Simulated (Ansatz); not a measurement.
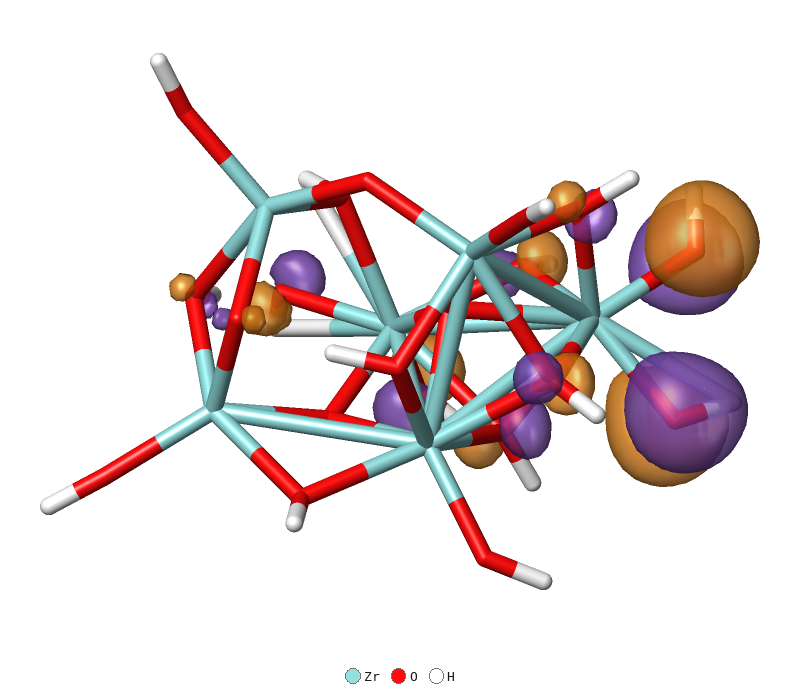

Figure. H16O20Zr6. One frontier orbital at ±0.1 Å⁻³ᐟ² (orange and purple are the two phases), seen from one side.

Geometry: PBE-D4/def2-SVP; core potentials replace the inner electrons of Zr; not at a stationary point (largest force 0.6 eV/Å).

These are results of RKS PBE0-D4/def2-SVP (Ansatz), not measurements.

```json
{"atom": "Zr", "x (Å)": "0.8649", "y (Å)": "2.2476", "z (Å)": "-1.8378"}
{"atom": "Zr", "x (Å)": "-1.8224", "y (Å)": "-0.0607", "z (Å)": "-0.7394"}
{"atom": "Zr", "x (Å)": "0.0558", "y (Å)": "-2.7600", "z (Å)": "-0.0668"}
{"atom": "Zr", "x (Å)": "-0.5961", "y (Å)": "3.1418", "z (Å)": "0.8949"}
{"atom": "Zr", "x (Å)": "2.5002", "y (Å)": "-0.5108", "z (Å)": "-0.3506"}
{"atom": "Zr", "x (Å)": "0.1617", "y (Å)": "0.0355", "z (Å)": "1.8826"}
{"atom": "O", "x (Å)": "-3.6950", "y (Å)": "-0.6843", "z (Å)": "-0.3901"}
{"atom": "O", "x (Å)": "-2.8849", "y (Å)": "1.4116", "z (Å)": "-1.7740"}
{"atom": "O", "x (Å)": "0.0156", "y (Å)": "-4.4961", "z (Å)": "-1.0768"}
{"atom": "O", "x (Å)": "-1.4209", "y (Å)": "-2.0644", "z (Å)": "-1.4812"}
{"atom": "O", "x (Å)": "-0.0320", "y (Å)": "-0.6830", "z (Å)": "3.7032"}
{"atom": "O", "x (Å)": "-1.3594", "y (Å)": "-1.4528", "z (Å)": "1.2024"}
{"atom": "O", "x (Å)": "-0.5535", "y (Å)": "0.7872", "z (Å)": "-2.4420"}
{"atom": "O", "x (Å)": "-1.3457", "y (Å)": "1.2138", "z (Å)": "0.8600"}
{"atom": "O", "x (Å)": "-1.0805", "y (Å)": "3.1495", "z (Å)": "-1.1341"}
{"atom": "O", "x (Å)": "0.1342", "y (Å)": "2.0873", "z (Å)": "2.6467"}
{"atom": "O", "x (Å)": "-0.2879", "y (Å)": "-3.9294", "z (Å)": "1.5360"}
{"atom": "O", "x (Å)": "1.8980", "y (Å)": "-2.3850", "z (Å)": "-1.1914"}
{"atom": "O", "x (Å)": "0.3030", "y (Å)": "-0.5099", "z (Å)": "-0.2472"}
{"atom": "O", "x (Å)": "1.4968", "y (Å)": "-1.7546", "z (Å)": "1.4333"}
{"atom": "O", "x (Å)": "1.3216", "y (Å)": "3.4423", "z (Å)": "-3.2899"}
{"atom": "O", "x (Å)": "4.3843", "y (Å)": "-0.9711", "z (Å)": "-0.1701"}
{"atom": "O", "x (Å)": "1.1823", "y (Å)": "2.9634", "z (Å)": "0.0640"}
{"atom": "O", "x (Å)": "2.3470", "y (Å)": "0.9369", "z (Å)": "-1.6543"}
{"atom": "O", "x (Å)": "-1.2421", "y (Å)": "4.8195", "z (Å)": "1.6513"}
{"atom": "O", "x (Å)": "2.1340", "y (Å)": "0.7672", "z (Å)": "1.3185"}
{"atom": "H", "x (Å)": "-3.9229", "y (Å)": "-1.4086", "z (Å)": "0.2161"}
{"atom": "H", "x (Å)": "-3.8345", "y (Å)": "1.3746", "z (Å)": "-1.5493"}
{"atom": "H", "x (Å)": "0.1041", "y (Å)": "-4.5557", "z (Å)": "-2.0434"}
{"atom": "H", "x (Å)": "-2.1528", "y (Å)": "-2.6368", "z (Å)": "-1.7707"}
{"atom": "H", "x (Å)": "-0.1214", "y (Å)": "-1.5670", "z (Å)": "4.0942"}
{"atom": "H", "x (Å)": "-1.9057", "y (Å)": "-1.9340", "z (Å)": "1.8508"}
{"atom": "H", "x (Å)": "-1.2675", "y (Å)": "1.1422", "z (Å)": "-3.0149"}
{"atom": "H", "x (Å)": "-1.9255", "y (Å)": "2.6775", "z (Å)": "-1.4537"}
{"atom": "H", "x (Å)": "0.8066", "y (Å)": "2.3761", "z (Å)": "3.2895"}
{"atom": "H", "x (Å)": "-0.3136", "y (Å)": "-4.8704", "z (Å)": "1.2768"}
{"atom": "H", "x (Å)": "2.5036", "y (Å)": "-3.1095", "z (Å)": "-1.4244"}
{"atom": "H", "x (Å)": "1.8773", "y (Å)": "-2.2884", "z (Å)": "2.1544"}
{"atom": "H", "x (Å)": "1.9363", "y (Å)": "3.8732", "z (Å)": "-3.8999"}
{"atom": "H", "x (Å)": "5.3148", "y (Å)": "-1.1874", "z (Å)": "-0.0294"}
{"atom": "H", "x (Å)": "-1.6102", "y (Å)": "5.6586", "z (Å)": "1.9567"}
{"atom": "H", "x (Å)": "2.0329", "y (Å)": "1.7143", "z (Å)": "0.9998"}
```

Question: Which orbital is it: HOMO or LUMO?

Answer: The HOMO, at −7.85 eV. It lies mainly on O17 (about 40 %) and O9 (about 30 %).
